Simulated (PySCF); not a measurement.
**CH5BF2Si (SMILES C[SiH2]B(F)F): density, localisation and related maps**

Input

```
{"job": {"kind": "uv", "xc": "CAM-B3LYP", "basis": "def2-SVPD", "nstates": 8, "ntriplets": 3}, "charge": 0, "multiplicity": 1}
C     -1.387745    -0.509295     0.007482
Si     0.049093     0.713513    -0.264329
B      1.772810    -0.105777     0.284093
F      2.354663    -1.101900    -0.361841
F      2.479448     0.268787     1.336490
H     -2.332290    -0.074960    -0.303504
H     -1.482776    -0.789415     1.053520
H     -1.240211    -1.420858    -0.565639
H     -0.250581     1.945097     0.481731
H      0.046472     1.079463    -1.690530
```

Launched as:

```sh
OMP_NUM_THREADS=1 python probes_run.py task.json out
```

Geometry: GFN2-xTB.

The calculation used PySCF 2.14.0, CAM-B3LYP/def2-SVPD, SCF density, gas phase.

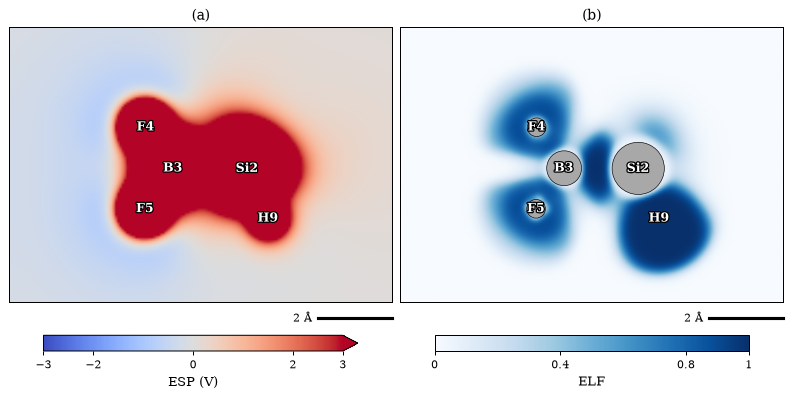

Figure 1. (a) molecular electrostatic potential; (b) electron localisation function on the plane of atoms F4, B3 and F5. Grey discs cover the atomic cores in the ELF map.

**Interpret the plot.**

- The plane passes through Si, B, F and H nuclei.
- B–F (1.32 Å): the ELF peaks at about 0.85 between the atoms (a shared but strongly polarised pair).
- Si–B (1.99 Å): the ELF peaks at about 1 between the atoms (a shared electron pair).
- Si–H (1.47 Å): the ELF climbs to about 1 towards the hydrogen, as it does in any bond to H.
- The ELF also peaks beside F5 and F4, away from the bonds: lone-pair regions.
- Outside the dense part of the molecule the potential is most negative (−0.8 V) near F5.

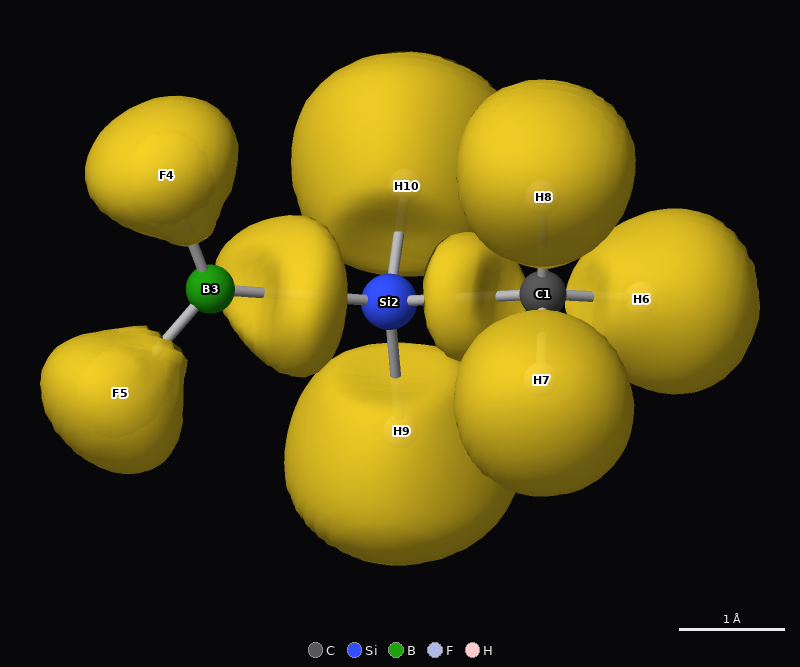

Figure 2. Isosurface of the electron localisation function at 0.8 (yellow), seen from one side. Core shells and regions of very low density are left out.

**Identify the bonds, lone pairs and shells in this picture.**

The surface consists of one region between bonded B–Si atoms (shared pairs), one region between bonded C–Si atoms (shared pairs), five regions around hydrogen nuclei and two regions on F in which the atom's valence shell and bonds are merged. Profiles from the grid: C–Si (1.91 Å): the ELF peaks at about 0.95 between the atoms (a covalent bond).

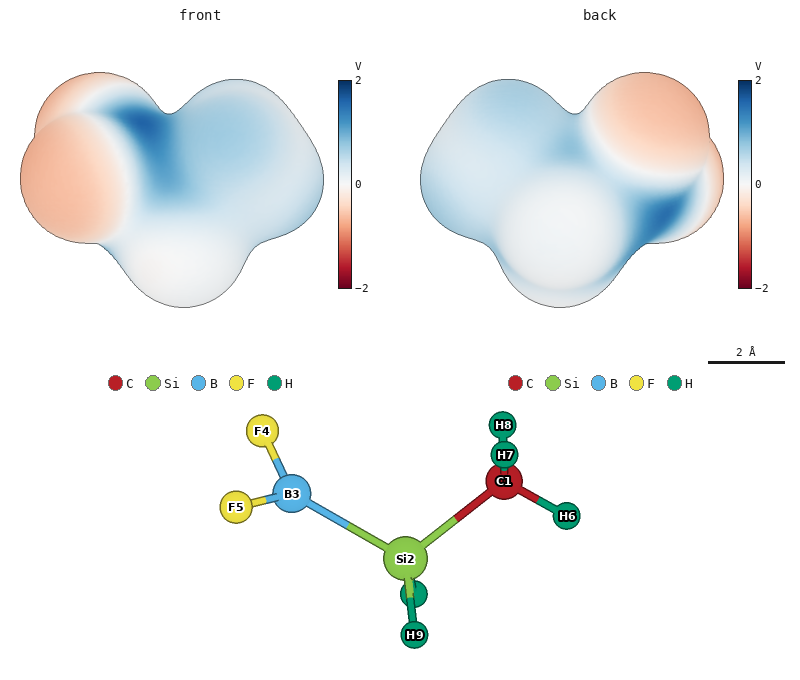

Figure 3. The electrostatic potential painted on the density surface at 0.001 e/bohr³, seen from the front and from behind; red is negative and blue positive. The bare structure is drawn below in the same view.

**Where is the surface potential most negative and most positive?**

The most negative region (about −0.7 V) lies over F4 and F5, the most positive (about +1.5 V) over B3.
